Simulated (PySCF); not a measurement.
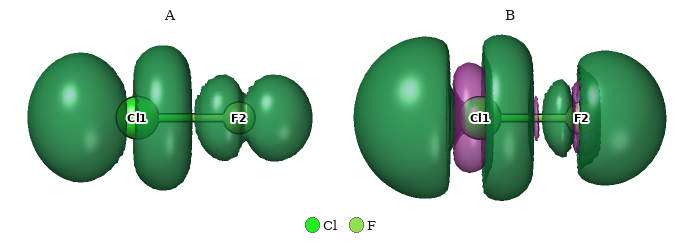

Figure. ClF, SMILES `ClF`. The Fukui function f⁺ from two separate SCF calculations and the density of the LUMO, at ±0.015 e/Å³ (green positive, purple negative).

PySCF calculation, r2SCAN/def2-SVPD, gas phase; geometry: GFN2-xTB. No frequency check shows the geometry to be a minimum. GFN2-xTB bond lengths at metals and heavier atoms can be off by up to 0.1 Å and shapes distorted, which carries into these values.

Coordinates in Å:

```
Cl1      0.5821    0.0000    0.0000
F2      -1.0995    0.0000    0.0000
```

Q: Which panel is which, and how good is the frozen-orbital picture?

A: B is f⁺ (it has negative regions), A the LUMO density. The LUMO lies on Cl1 (66 %) and F2 (34 %); f⁺ (Hirshfeld-condensed) is largest on Cl1 (0.69); the vertical electron affinity is 1.18 eV (the stability of the anion's solution wasn't checked; the anion's highest orbital has positive energy, so this value and f⁺ depend on the basis). Relaxation shifts 4 % of the electron between atoms. The orbital energy is −4.97 eV.

Run time: 33 s on 1 thread of Arm Neoverse N1, on a shared host, peak memory 0.25 GiB.
